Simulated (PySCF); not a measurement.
Vertical excitations of a molecule C5H7BO from TDA-M06-2X/def2-SVPD (PySCF), as energy in eV (oscillator strength): 4.96 (0.001), 5.96 (0.004), 6.18 (0.048), 6.67 (0.000), 7.02 (0.000), 7.47 (0.039), 7.74 (0.012), 7.92 (0.276), 7.98 (0.122), 8.10 (0.035). Lowest triplet (TDA): 4.76 eV. Geometry optimised at PBE0-D3(BJ)/def2-SVP. Other conformers were not sampled.

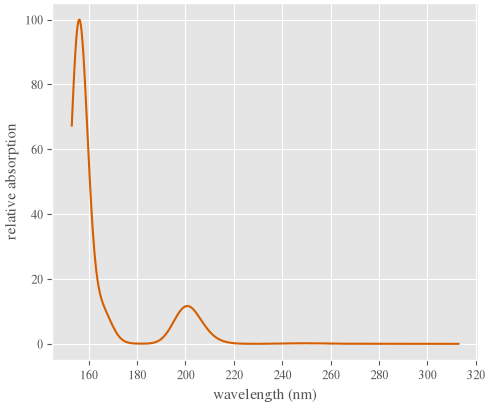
Figure: The lines broadened by 0.4 eV.

Problem. Identify the compound among the candidates.
(A) C#CB1OC[C@@H]1C
(B) C=CB1C=C(C)O1
(C) C#CB(C=O)CC
(D) C#CCB(C)C=O

Solution. A, C#CB1OC[C@@H]1C
